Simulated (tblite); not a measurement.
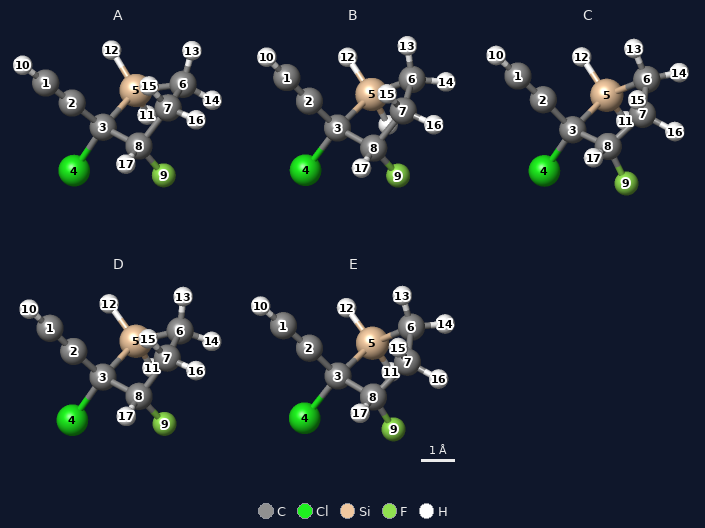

5 geometries from one relaxation of C6H8ClFSi, in shuffled order. Style: ball-and-stick. Shown from a free direction.

Method: GFN2-xTB geometry optimisation, gas phase in tblite. 

Put them in the order of the run, from the start to the converged end.

Answer. C, E, B, D, A. They are steps 0, 25, 48, 73, 113, at +13.1 kcal/mol, +2.18 kcal/mol, +1.04 kcal/mol, +0.39 kcal/mol relative to the last. H13 moves most after the best rigid fit: 0.93 Å. By element the largest moves are H 0.93 Å, F 0.36 Å, C 0.28 Å, Si 0.15 Å, Cl 0.01 Å. Among the contacts that change: C6–C7 1.475 → 1.536 Å, C7–C8 1.464 → 1.525 Å, C3–Cl4 1.748 → 1.806 Å, C3–C8 1.482 → 1.529 Å. Bond angles that change, for instance: Si5–C6–H13 105.5° → 114.2°, C7–C6–H14 117.5° → 109.2°, C3–C8–C7 114.2° → 106.8°. Groups turn about C6–C7 by about 45°, C7–C8 by about 35°, Si5–C6 by about 30°. After 113 geometry steps the energy has fallen by 13.1 kcal/mol. Cost: 3.6 s on 1 thread of Intel(R) Xeon(R) Processor @ 2.50GHz, with other jobs on the host.
